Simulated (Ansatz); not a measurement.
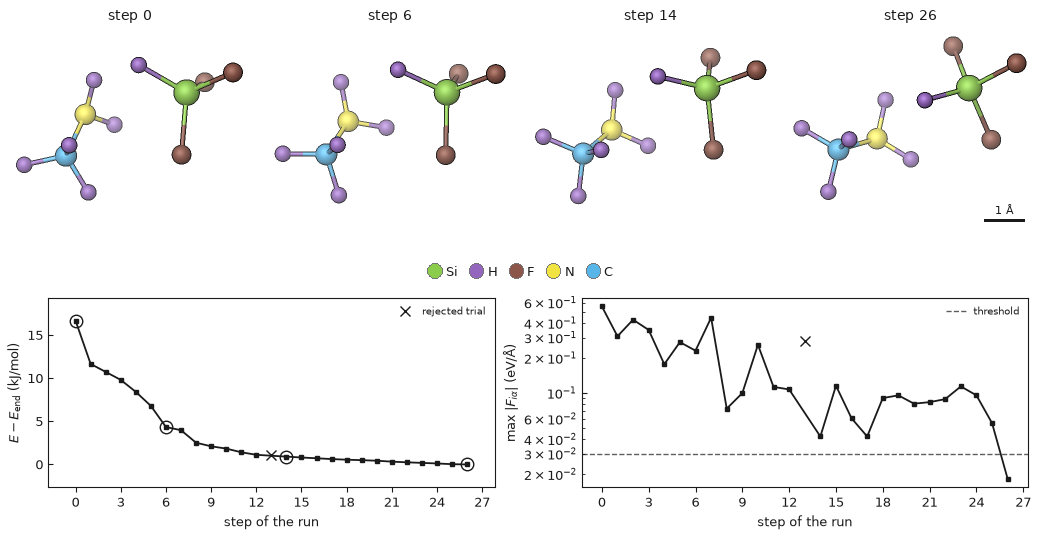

Frames of a relaxation of CH6F3NSi, marked on the history of the run. The picture is a ball-and-stick view, seen from a free direction.

The run prepares an end point of a later path (reaction) calculation, from a guessed geometry.

Theory: RKS PBE0-D4/def2-SVP (Ansatz). Settings: no spin polarisation; force threshold 0.03 eV/Å; at most 50 steps.

What happens along the run?

After 25 accepted moves (26 points after the start) the energy has fallen by 16.7 kJ/mol. Largest force component: 0.56 eV/Å at the start, 0.018 eV/Å at the end. The line search rejected the trial step at point 13 of the run. An F atom moves most after the best rigid fit: 1.31 Å. By element the largest moves are F 1.31 Å, H 1.13 Å, N 0.71 Å, C 0.25 Å, Si 0.17 Å. Near-neighbour distances that change, for instance: H–Si 1.439 → 1.465 Å, C–H 1.104 → 1.112 Å, C–N 1.445 → 1.441 Å. Among the angles between lasting bonds that change: N–C–H 112.3° → 116.7°, N–C–H 112.1° → 109.9°. Groups turn about C–N by about 60°. Cost: 92 s on 2 threads of Arm Neoverse V1, with other jobs on the host, peak memory 0.28 GiB. From step 0 to 6: an H atom moves most (0.63 Å), energy −12.3 kJ/mol. From step 6 to 14: an H atom moves most (0.52 Å), energy −3.43 kJ/mol. From step 14 to 26: an F atom moves most (0.69 Å), energy −0.91 kJ/mol.

```
step  E − E(0), kJ/mol  largest force component, eV/Å      note
   0              0.00                         0.5577          
   1             -5.01                         0.3084          
   2             -5.93                         0.4282          
   3             -6.86                         0.3495          
   4             -8.25                         0.1771          
   5             -9.87                         0.2744          
   6            -12.32                         0.2318          
   7            -12.69                         0.4453          
   8            -14.14                         0.0734          
   9            -14.56                         0.0999          
  10            -14.82                         0.2603          
  11            -15.25                         0.1130          
  12            -15.55                         0.1074          
  13            -15.53                         0.2789  rejected
  14            -15.76                         0.0423          
  15            -15.86                         0.1156          
  16            -15.95                         0.0606          
  17            -16.04                         0.0423          
  18            -16.11                         0.0906          
  19            -16.17                         0.0956          
  20            -16.23                         0.0810          
  21            -16.34                         0.0835          
  22            -16.42                         0.0887          
  23            -16.48                         0.1141          
  24            -16.55                         0.0956          
  25            -16.63                         0.0551          
  26            -16.67                         0.0183
```
